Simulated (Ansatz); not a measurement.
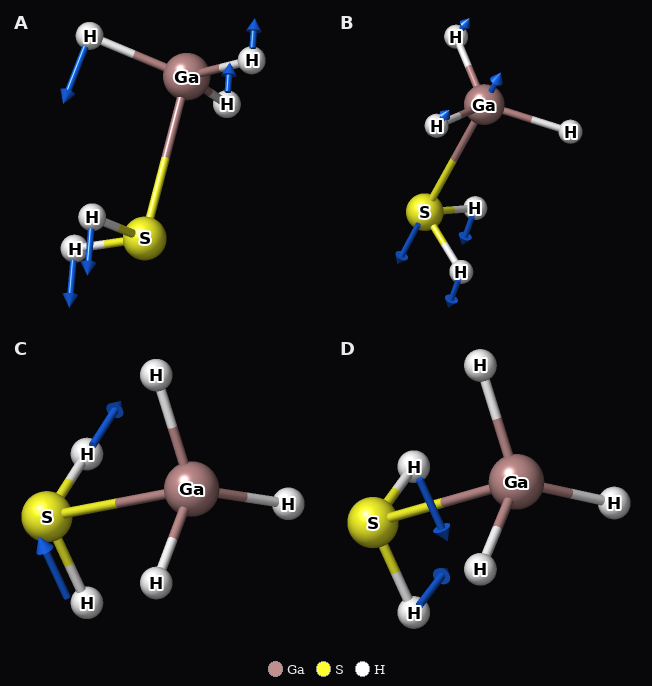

4 normal modes of one molecule or complex, as arrows. Harmonic vibrations computed with RKS PBE0-D4/def2-TZVP (Ansatz 0.2.0) at a stationary point of the same level.

**Match the panels to the wavenumbers 175 cm⁻¹, 507 cm⁻¹, 1202 cm⁻¹, 2727 cm⁻¹.**

A: 507 cm⁻¹, angle bending
B: 175 cm⁻¹, Ga–S stretching
C: 2727 cm⁻¹, out-of-phase stretching of 2 S–H bonds
D: 1202 cm⁻¹, H–S–H bending
